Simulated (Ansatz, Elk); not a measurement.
# How far do independent atoms describe Ni2AgS2?

The structure of Ni2AgS2 used here is made up (a known structure type with other elements) and was relaxed beforehand with PBEsol. The aim is the Fourier transform of its all-electron density, F(hkl), set beside the sum over free spherical atoms that refinements use.

Method: DFT, PBE, all-electron APW+lo, Dirac cores, scalar-relativistic bands, static density, no spin, in Elk 11.2.3 (patched build).

The structure was built from a prototype and need not be the compound's stable phase.

## (1) The starting structure

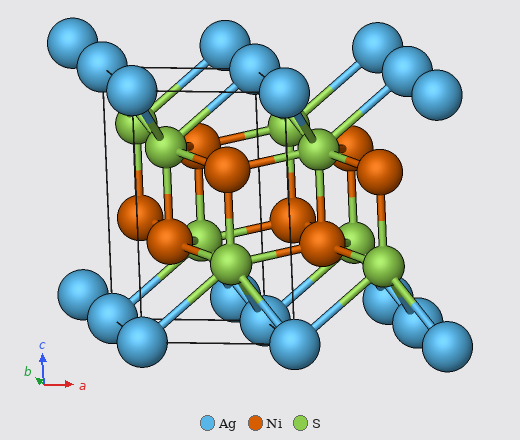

The starting structure, seen slightly off an axis (silver blue, nickel orange, sulfur green). 2×2×1 cells are drawn. Bonds to atoms that aren't drawn are left out. Some periodic images of atoms are drawn too.

## (2) Ground state and structure factors

An all-electron density is needed, since X-rays see the cores too. Task 0 finds the density and task 195 Fourier-transforms it; tshift is off so that phases refer to the origin typed.

elk.in reads:

```
tasks
  0
  195

xctype
  20

spinpol
  .false.

rgkmax
  7.0

gmaxvr
  14.0

lmaxo
  7

lmaxapw
  8

swidth
  0.002

tshift
  .false.

ramdisk
  .false.

hmaxvr
  5.5

maxscl
  120

epspot
  1e-06

sppath
  './'

avec
  7.12922423696 0.00000000000 -0.00000000000
  -3.56461211848 6.17408929848 0.00000000000
  -0.00000000000 -0.00000000000 11.22343124402

atoms
  3
  'Ag.in'
  1
  -0.0000000000 0.0000000000 0.0000000000   0.000000 0.000000 0.000000
  'Ni.in'
  2
  0.6666666667 0.3333333333 0.6596849217   0.000000 0.000000 0.000000
  0.3333333333 0.6666666667 0.3403150783   0.000000 0.000000 0.000000
  'S.in'
  2
  0.6666666667 0.3333333333 0.2849905976   0.000000 0.000000 0.000000
  0.3333333333 0.6666666667 0.7150094024   0.000000 0.000000 0.000000

ngridk
  7 7 4
```

On the command line:

```bash
> OMP_NUM_THREADS=4 elk
```

Numbers of over 12 decimals in the logs are rounded to 6 here.

The log of the run:

```text
┌─────────────────────────┐
│ Elk code version 11.2.3 │
└─────────────────────────┘

All units are atomic (Hartree, Bohr, etc.)

┌─────────────────────────────────────────────────┐
│ Ground-state run starting from atomic densities │
└─────────────────────────────────────────────────┘

Lattice vectors :
   7.129224237       0.000000000      -0.000000000
  -3.564612118       6.174089298       0.000000000
  -0.000000000      -0.000000000       11.22343124

Reciprocal lattice vectors :
  0.8813280517      0.5088349879       0.000000000
   0.000000000       1.017669976       0.000000000
   0.000000000       0.000000000      0.5598274869

Unit cell volume      :    494.0157917
Brillouin zone volume :   0.5021098872

Muffin-tin inner radius fraction :   0.1000000000E-01

Nuclei treated as point charges

Species : 1 (Ag)
 parameters loaded from : Ag.in
 name : silver
 nuclear charge    :   -47.00000000
 electronic charge :    47.00000000
 atomic mass :    196631.6998
 muffin-tin radius :    2.600000000
 number of radial points in muffin-tin :   1193
 inner part over the whole radius :   0.9869554211E-02
 number on inner part of muffin-tin    :    849
 approximate nuclear radius :   0.8648227117E-04
 number of mesh points to nuclear radius :    425
 atomic positions (lattice), magnetic fields (Cartesian) :
  1 :   0.00000000  0.00000000  0.00000000    0.00000000  0.00000000  0.00000000

Species : 2 (Ni)
 parameters loaded from : Ni.in
 name : nickel
 nuclear charge    :   -28.00000000
 electronic charge :    28.00000000
 atomic mass :    106991.5231
 muffin-tin radius :    2.145720767
 number of radial points in muffin-tin :    993
 inner part over the whole radius :   0.9960338521E-02
 number on inner part of muffin-tin    :    699
 approximate nuclear radius :   0.7325707712E-04
 number of mesh points to nuclear radius :    337
 atomic positions (lattice), magnetic fields (Cartesian) :
  1 :  -0.33333333  0.33333333 -0.34031508    0.00000000  0.00000000  0.00000000
  2 :   0.33333333 -0.33333333  0.34031508    0.00000000  0.00000000  0.00000000

Species : 3 (S)
 parameters loaded from : S.in
 name : sulphur
 nuclear charge    :   -16.00000000
 electronic charge :    16.00000000
 atomic mass :    58450.91931
 muffin-tin radius :    1.966910703
 number of radial points in muffin-tin :    793
 inner part over the whole radius :   0.9845653222E-02
 number on inner part of muffin-tin    :    552
 approximate nuclear radius :   0.6195814986E-04
 number of mesh points to nuclear radius :    252
 atomic positions (lattice), magnetic fields (Cartesian) :
  1 :  -0.33333333  0.33333333  0.28499060    0.00000000  0.00000000  0.00000000
  2 :   0.33333333 -0.33333333 -0.28499060    0.00000000  0.00000000  0.00000000

Total number of atoms per unit cell :    5
Total muffin-tin volume :    220.1344332
 ratio of muffin-tin to unit cell volume :   0.4456020170

Spin treatment :
 spin-unpolarised

Number of Bravais lattice symmetries :   24
Number of crystal symmetries         :   12
Crystal has inversion symmetry
Real symmetric eigensolver will be used

k-point grid :      7     7     4
k-point offset :    0.000000000       0.000000000       0.000000000
k-point set is reduced with full crystal symmetry group
Total number of k-points :       28

Muffin-tin radius times maximum |G+k| :    7.000000000
 using average radius
Maximum |G+k| for APW functions       :    3.233177816
Maximum (1/2)|G+k|²                   :    5.226719396
Maximum |G| for potential and density :    14.00000000
Constant for pseudocharge density :    9
 order of it for each species :   16  16  16
 order of it for pair densities of each species (exact exchange by exxq0 0: 17) :   14   9   7
Radial integration step length :    1

G-vector grid sizes :     32    32    54
Number of G-vectors :    22875

Maximum angular momentum used for
 APW functions            :    8
 outer part of muffin-tin :    7
 inner part of muffin-tin :    2

Total nuclear charge    :   -135.0000000
[...]
electron entropic           :    -0.11106851951660E-02
 total energy                :     -9158.7027739455

Density of states at Fermi energy :    79.86494256
 (states/Hartree/unit cell)

Estimated indirect band gap :   0.3462610360E-02
 from k-point 26 to k-point 5
Estimated direct band gap   :   0.6046820870E-02
 at k-point 12

Charges :
 core                        :    72.00000000
 valence                     :    63.00000000
 interstitial                :    7.601209552
 muffin-tins (core leakage)
  species : 1 (Ag)
   atom 1                    :    44.74890378     ( -0.3322371072E-06)
  species : 2 (Ni)
[...]
species : 3 (S)
[...]
total in muffin-tins        :    127.3987904
 total calculated charge     :    134.9963586
 total charge                :    135.0000000
 error                       :   0.3641407872E-02

RMS change in Kohn-Sham potential (target) :   0.6311439780     (  0.1000000000E-05)
Absolute change in total energy (target)   :    1.106226029     (  0.1000000000E-03)

[... loops 3 to 17 left out ...]

┌──────────────────┐
│ Loop number : 18 │
└──────────────────┘

Energies :
 Fermi                       :     0.287610
 sum of occupied eigenvalues :     -5372.8241244683
 electron kinetic            :      9455.5959683722
 core electron kinetic       :      8915.2677646234
 Coulomb                     :     -18284.809745541
 Coulomb potential           :     -14401.608369473
 nuclear-nuclear             :     -1224.3488219761
 electron-nuclear            :     -19752.690903140
 Hartree                     :      2692.2299795748
 Madelung                    :     -11084.005560805
 xc potential                :     -426.81172336790
 exchange                    :     -321.65354547043
 correlation                 :     -6.495480
 electron entropic           :    -0.13423508171436E-02
 total energy                :     -9157.3641450246

Density of states at Fermi energy :    101.5266252
 (states/Hartree/unit cell)

Estimated indirect band gap :   0.2104960732E-02
 from k-point 4 to k-point 2
Estimated direct band gap   :   0.4374868250E-02
 at k-point 4

Charges :
 core                        :    72.00000000
 valence                     :    63.00000000
 interstitial                :    7.785418474
 muffin-tins (core leakage)
  species : 1 (Ag)
[...]
species : 2 (Ni)
[...]
species : 3 (S)
[...]
total in muffin-tins        :    127.2145815
 total calculated charge     :    134.9963598
 total charge                :    135.0000000
 error                       :   0.3640154586E-02

RMS change in Kohn-Sham potential (target) :   0.2173595631E-06 (  0.1000000000E-05)
Absolute change in total energy (target)   :   0.4923473716E-04 (  0.1000000000E-03)

Convergence targets achieved

┌──────────────────┐
│ Loop number : 19 │
└──────────────────┘

Energies :
 Fermi                       :     0.287610
 sum of occupied eigenvalues :     -5372.8241202773
 electron kinetic            :      9455.5959665059
 core electron kinetic       :      8915.2677614372
 Coulomb                     :     -18284.809739620
 Coulomb potential           :     -14401.608369280
 nuclear-nuclear             :     -1224.3488219761
 electron-nuclear            :     -19752.690891412
 Hartree                     :      2692.2299737679
 Madelung                    :     -11084.005554980
 xc potential                :     -426.81171750274
 exchange                    :     -321.65354527713
 correlation                 :     -6.495480
 electron entropic           :    -0.13423515763458E-02
 total energy                :     -9157.3641407797

Density of states at Fermi energy :    101.5266985
 (states/Hartree/unit cell)

Estimated indirect band gap :   0.2104948873E-02
 from k-point 4 to k-point 2
Estimated direct band gap   :   0.4374862683E-02
 at k-point 4

Charges :
 core                        :    72.00000000
 valence                     :    63.00000000
 interstitial                :    7.785418698
 muffin-tins (core leakage)
  species : 1 (Ag)
[...]
species : 2 (Ni)
[...]
atom 2                    :    26.81259656     (  0.1091645814E-02)
  species : 3 (S)
   atom 1                    :    13.83739009     (  0.3296411914E-03)
   atom 2                    :    13.83739009     (  0.3296411914E-03)
 total in muffin-tins        :    127.2145813
 total calculated charge     :    134.9963598
 total charge                :    135.0000000
 error                       :   0.3640154518E-02

┌──────────────────────────────┐
│ Self-consistent loop stopped │
└──────────────────────────────┘

Warning : core states of species 2 leak from the muffin-tin :   0.1091645814E-02

Warning : core states of species 3 leak from the muffin-tin :   0.3296411914E-03

Wrote STATE.OUT
```

Elapsed: 28 s, on 4 threads of Arm Neoverse V2, shared host; peak memory 0.19 GiB; 85 s of CPU time.

SFACRHO.OUT:

```text

h k l indices transformed by vhmat matrix:
   1.000000000       0.000000000       0.000000000    
   0.000000000       1.000000000       0.000000000    
   0.000000000       0.000000000       1.000000000    

      h      k      l  multipl.   |H|            Re(F)            Im(F)           |F|

      0      0      0      1   0.0000000       135.00000     -0.24221421E-16   135.00000    
      0      0     -1      2  0.55982749       9.7606307      -0.0000000       9.7606307    
     -1      0      0      6   1.0176700       4.1959058     -0.51418847E-14   4.1959058    
      0      0      2      2   1.1196550      -1.8513066      -0.0000000       1.8513066    
      0      1      1      6   1.1614900       68.384889     -0.17139616E-14   68.384889    
      1     -1     -1      6   1.1614900       40.872328      -0.0000000       40.872328    
     -1      0     -2      6   1.5130365       80.321613      -0.0000000       80.321613    
     -1      0      2      6   1.5130365       29.223075     -0.10283769E-13   29.223075    
      0      0     -3      2   1.6794825       87.189463     -0.17139616E-13   87.189463    
      1     -2      0      6   1.7626561       92.998678      0.25699245E-13   92.998678    
      1      1     -1     12   1.8494224       8.5927411      0.85698079E-14   8.5927411    
      0     -1     -3      6   1.9637499       25.126936      0.17139616E-14   25.126936    
      1      0      3      6   1.9637499      -8.3126989      0.42849040E-14   8.3126989    
      2     -2      0      6   2.0353400       4.9375003     -0.51418847E-14   4.9375003    
      1     -2     -2     12   2.0882011      0.47812949     -0.16711125E-13  0.47812949    
     -2      0      1      6   2.1109276       31.514063      0.42849040E-15   31.514063    
      0      2     -1      6   2.1109276       54.595749     -0.28280366E-13   54.595749    
      0      0      4      2   2.2393099       19.094234      -0.0000000       19.094234
```

Elk indexes on the primitive cell of elk.in and gives |H| = 4π sin θ/λ in inverse bohr. Below, one row stands for each form hkl of the conventional cell (m members, Friedel mates merged), F is for one primitive cell and the density is static (no thermal factor). Free-atom factors are Waasmaier and Kirfel's, and R is Σm||F|−|F'||/Σm|F|.

| hkl | m | sin θ/λ (Å⁻¹) | abs F, DFT | neutral atoms | diff. |
| --- | --- | --- | --- | --- | --- |
| 001 | 2 | 0.084 | 9.761 | 10.023 | -0.263 |
| 100 | 6 | 0.153 | 4.196 | 4.639 | -0.443 |
| 002 | 2 | 0.168 | 1.851 | 1.343 | +0.508 |
| 011 | 6 | 0.175 | 68.385 | 68.353 | +0.032 |
| 101 | 6 | 0.175 | 40.872 | 40.963 | -0.091 |
| 102 | 6 | 0.228 | 80.322 | 80.448 | -0.126 |
| 012 | 6 | 0.228 | 29.223 | 29.304 | -0.081 |
| 003 | 2 | 0.253 | 87.189 | 87.414 | -0.224 |
| 110 | 6 | 0.265 | 92.999 | 93.353 | -0.354 |
| 111 | 12 | 0.278 | 8.593 | 8.608 | -0.016 |
| 013 | 6 | 0.295 | 25.127 | 25.147 | -0.020 |
| 103 | 6 | 0.295 | 8.313 | 8.367 | -0.054 |
| 200 | 6 | 0.306 | 4.938 | 4.652 | +0.285 |
| 112 | 12 | 0.314 | 0.478 | 0.303 | +0.175 |

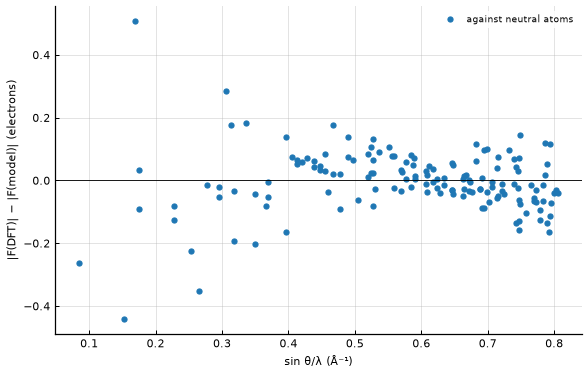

Difference between the calculated structure factors and the independent-atom ones.

## (3) The highest occupied states alone

An energy window below the Fermi level keeps the highest occupied states, to see at which angles they scatter; shallow core shells can lie inside it and anion s states outside. No new self-consistency is needed.

elk.in: that of step 2 with these lines changed.

```diff
@@ -1,3 +1,2 @@
 tasks
-  0
   195
@@ -40,2 +39,5 @@
 
+wsfac
+  -0.263630 0.587610
+
 sppath
```

On the command line:

```bash
> OMP_NUM_THREADS=4 elk
```

The log of the run:

```text
┌─────────────────────────────────┐
│ Elk code version 11.2.3 started │
└─────────────────────────────────┘

Info(readinput): the functional depends on the density's gradient
 muffin-tin radial points multiplied by    2.00000
 (not where nrmtscf is given)

┌────────────────────┐
│ Current task : 195 │
└────────────────────┘
Info(checkmt): changed muffin-tin radius of species 2 (Ni) from   2.4000 to   2.1457
Info(checkmt): changed muffin-tin radius of species 3 (S) from   2.2000 to   1.9669

Info(sfacrho): density structure factors written to SFACRHO.OUT

 Energy window :  -0.2636300000      0.5876100000

┌──────────────────┐
│ Elk code stopped │
└──────────────────┘
```

It took 7.9 s on 4 threads; peak memory 0.16 GiB; 11 s of CPU time.

States within 15 eV below the Fermi level hold 42.47 electrons; any levels below the window count with the cores, and a count that is not whole means the window cuts a band. Their amplitudes can exceed the total, where window and core parts have opposite phase:

```csv
hkl,sin θ/λ (Å⁻¹),"abs F, window","abs F, all"
001,0.084,2.172,9.761
100,0.153,3.148,4.196
002,0.168,3.914,1.851
011,0.175,15.545,68.385
101,0.175,4.261,40.872
102,0.228,14.840,80.322
012,0.228,0.027,29.223
003,0.253,13.716,87.189
110,0.265,13.181,92.999
111,0.278,1.932,8.593
```

## (4) Another functional

The difference from free atoms is small, so it is set against the change that PBEsol makes.

elk.in: that of step 3 with these lines changed.

```diff
@@ -1,2 +1,3 @@
 tasks
+  0
   195
@@ -4,3 +5,3 @@
 xctype
-  20
+  22
 
@@ -39,5 +40,2 @@
 
-wsfac
-  -0.263630 0.587610
-
 sppath
```

On the command line:

```bash
> OMP_NUM_THREADS=4 elk
```

The log of the run:

```text
┌─────────────────────────┐
│ Elk code version 11.2.3 │
└─────────────────────────┘

All units are atomic (Hartree, Bohr, etc.)

┌─────────────────────────────────────────────────┐
│ Ground-state run starting from atomic densities │
└─────────────────────────────────────────────────┘

Lattice vectors :
   7.129224237       0.000000000      -0.000000000
  -3.564612118       6.174089298       0.000000000
  -0.000000000      -0.000000000       11.22343124

Reciprocal lattice vectors :
  0.8813280517      0.5088349879       0.000000000
[...]
species : 3 (S)
   atom 1                    :    13.81642981     (  0.3321757622E-03)
   atom 2                    :    13.81642981     (  0.3321757622E-03)
 total in muffin-tins        :    127.1745939
 total calculated charge     :    134.9963198
 total charge                :    135.0000000
 error                       :   0.3680156150E-02

┌──────────────────────────────┐
│ Self-consistent loop stopped │
└──────────────────────────────┘

Warning : core states of species 2 leak from the muffin-tin :   0.1112459035E-02

Warning : core states of species 3 leak from the muffin-tin :   0.3321757622E-03

Wrote STATE.OUT
[key lines of the parts left out:]
total energy                :     -9151.0511160891
```

Wall time 28 s (4 threads); peak memory 0.19 GiB.

Against the first run R = 0.04 %; the largest change is -0.042 at 101.

## (5) Basis size

The basis and the expansions that go with it are enlarged, to see whether the differences are converged.

elk.in: that of step 4 with these lines changed.

```diff
@@ -5,3 +5,3 @@
 xctype
-  22
+  20
 
@@ -11,12 +11,12 @@
 rgkmax
-  7.0
+  8.5
 
 gmaxvr
-  14.0
+  18.0
 
 lmaxo
-  7
+  9
 
 lmaxapw
-  8
+  10
```

On the command line:

```bash
> OMP_NUM_THREADS=4 elk
```

The log of the run:

```text
┌─────────────────────────┐
│ Elk code version 11.2.3 │
└─────────────────────────┘

All units are atomic (Hartree, Bohr, etc.)

┌─────────────────────────────────────────────────┐
│ Ground-state run starting from atomic densities │
└─────────────────────────────────────────────────┘

Lattice vectors :
   7.129224237       0.000000000      -0.000000000
  -3.564612118       6.174089298       0.000000000
  -0.000000000      -0.000000000       11.22343124

Reciprocal lattice vectors :
  0.8813280517      0.5088349879       0.000000000
[...]
species : 3 (S)
   atom 1                    :    13.84268079     (  0.3299791462E-03)
   atom 2                    :    13.84268079     (  0.3299791462E-03)
 total in muffin-tins        :    127.2557216
 total calculated charge     :    134.9971743
 total charge                :    135.0000000
 error                       :   0.2825727513E-02

┌──────────────────────────────┐
│ Self-consistent loop stopped │
└──────────────────────────────┘

Warning : core states of species 2 leak from the muffin-tin :   0.1093208419E-02

Warning : core states of species 3 leak from the muffin-tin :   0.3299791462E-03

Wrote STATE.OUT
[key lines of the parts left out:]
total energy                :     -9157.3893258381
```

Wall time 69 s (4 threads); peak memory 0.36 GiB.

Against the first run R = 0.01 %; the largest change is -0.016 at 025.

## (6) Settings against the effect

```
                              run  R against the first run (%)  R against neutral atoms, low angle (%)  wall time
                    PBE, rgkmax 7                         0.00                                    0.39       28 s
                           PBEsol                         0.04                                    0.43       28 s
rgkmax 8.5 with larger expansions                         0.01                                    0.39       69 s
```

## (7) Outcome

| Property | Result |
| --- | --- |
| R against neutral atoms, sin θ/λ < 0.3 Å⁻¹ | 0.39 % |
| R against neutral atoms, 0.3 to 0.81 Å⁻¹ | 0.27 % |

What this shows: Independent neutral atoms miss the calculated amplitudes by R = 0.39 % below 0.3 Å⁻¹ and 0.27 % from there to 0.81 Å⁻¹; by shells, 2.69 % below 0.15 Å⁻¹ (1 form), 0.37 % 0.15 to 0.3 (11 forms), 0.30 % 0.3 to 0.45 (21 forms), 0.26 % above 0.45 (116 forms). Bonding, aspherical density and the tables' own atoms all enter these figures, and the runs don't part them. The largest change of an amplitude is +0.51 electrons, at 002. Weak lines can change much in proportion: 112 goes from 0.30 to 0.48. The window's part falls from 42.5 electrons at the origin to at most 4.56 between 0.45 and 0.81 Å⁻¹, where compact states inside the window still scatter. Below 0.3 Å⁻¹ the changes that finished (PBEsol and rgkmax 8.5 with larger expansions) move F by R = 0.05 % at most, against the 0.39 % that separates it from free atoms. The k-mesh has no finished test. These runs have no spin, though d or f shells may be open. The electron count is odd, so without spin the run is a metal by force. Part of the difference isn't bonding: the tables are fits to free atoms and ions calculated by other methods than this functional. Thermal motion, anomalous dispersion and extinction are left out.

[Logs are printed without paths, hosts, clocks, repeated set-up lines and the standing remarks that a program may print on its own settings, such as how far it seeks lower states.]

[Hosts, paths, dates, database ids (printed as entryN), source tags and the programs' standing remarks are cut or masked in the printed files.]
